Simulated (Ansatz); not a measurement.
The parent structure is BaTiO₃ in the cubic perovskite structure (space group Pm-3m, No. 221; a = 4.019 Å).

Modification: an isotropic linear strain of −1.80 %; the atoms relax in the strained cell.

All numbers come from Ansatz (an electronic-structure program) PBE, without spin-orbit coupling.

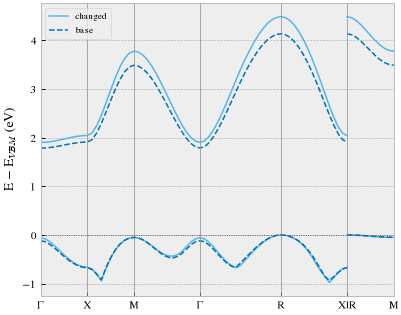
Figure: Highest valence and lowest conduction band along the path, each from its own valence-band maximum

The gap is 1.90 eV, indirect, R → Γ; the base has 1.78 eV.

No phonon test of stability was made. The final runs are not spin-polarised. Many cubic perovskites are stable only at high temperature; tilts and polar distortions were not tested. This is not the structure that BaTiO3 has at room temperature and ambient pressure.
